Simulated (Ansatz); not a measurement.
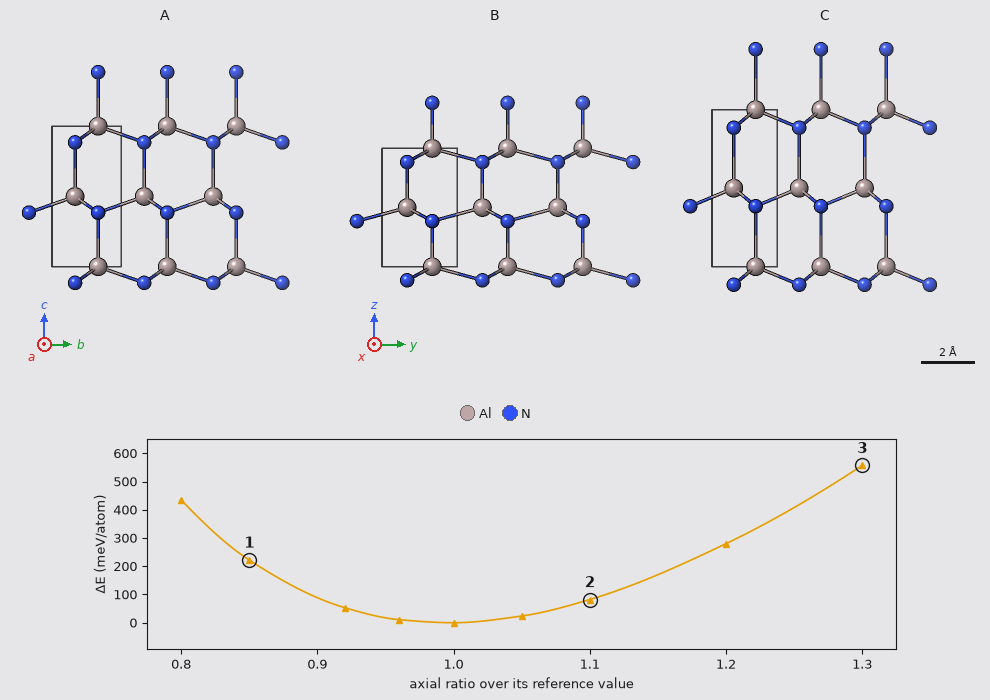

A scan of crystalline AlN (P6_3mc): the ratio of the cell's length along z to its lengths across, counted as 1 for the reference, is changed at fixed volume (a c/a path), with the atoms kept at their fractional coordinates. x, y and z are the Cartesian axes of the input. The frames are shuffled; the numbered points of the plot belong to them. A ball-and-stick model of the cell of the calculation, repeated 3 × 3 × 1 with one cell outlined, seen along the a axis.

Method: DFT PBE, scalar-relativistic, plane waves, PAW in Ansatz 0.2.0. Settings: plane-wave cutoff 420 eV; k-point mesh 9 × 9 × 6; occupations gaussian; smearing width 0.05 eV; no spin polarisation. Energies (free energies at the smearing named) are counted from the cell as listed in its source, which wasn't relaxed.

### Match the frames to the points.

Point 1 is frame B (the relative ratio 0.85, 222 meV/atom); 2 is frame A (the relative ratio 1.10, 82 meV/atom); 3 is frame C (the relative ratio 1.30, 557 meV/atom). The lowest computed point lies at the relative ratio 1.00 (0 meV/atom). At the ends of the scan the energy is 435 meV/atom (0.80) and 557 meV/atom (1.30). The unrelaxed reference is under a pressure of 4.0 GPa. The distortion keeps the space group P6_3mc. At the relative ratio 1.30 the cell of the drawing goes a 3.111 → 2.850 Å, b 3.111 → 2.850 Å, c 4.978 → 5.929 Å.
